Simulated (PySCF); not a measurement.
Al(Me)(NMe2)(SiH3), C₃H₁₂AlNSi, SMILES C[N](C)[Al]([CH3])[SiH3], singlet at its GFN2-xTB optimised geometry (Å):

```
18

Al     0.4750    -1.3351    -1.8132
C      1.5341    -2.3495    -3.1679
H      1.3476    -2.0119    -4.1951
H      1.3184    -3.4254    -3.1585
H      2.6127    -2.2464    -2.9974
N     -1.3296    -1.3969    -1.9377
C     -2.2015    -0.7176    -0.9984
C     -2.0775    -2.1075    -2.9567
H     -2.8365     0.0208    -1.5042
H     -2.8584    -1.4265    -0.4785
H     -1.5882    -0.2002    -0.2553
H     -2.7306    -2.8703    -2.5145
H     -2.7066    -1.4238    -3.5405
H     -1.3741    -2.5972    -3.6307
Si     1.3779    -0.0123     0.0000
H      1.0290    -0.4508     1.3706
H      1.0284     1.4265     0.0000
H      2.8584    -0.0123     0.0000
```

Computed with PySCF with CAM-B3LYP/def2-SVP. Cells within 0.4 Å of a nucleus heavier than hydrogen are left out (blank, or x).

Map of the electron localisation function on the plane z = 0.0 Å:

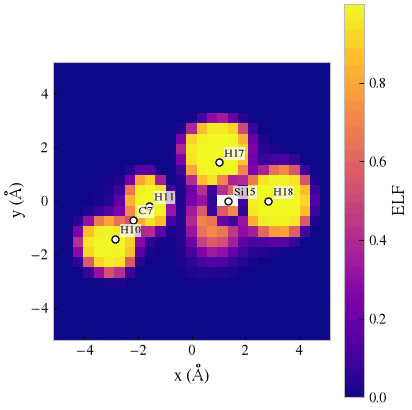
*Electron localisation function on the plane z = 0.0 Å.*
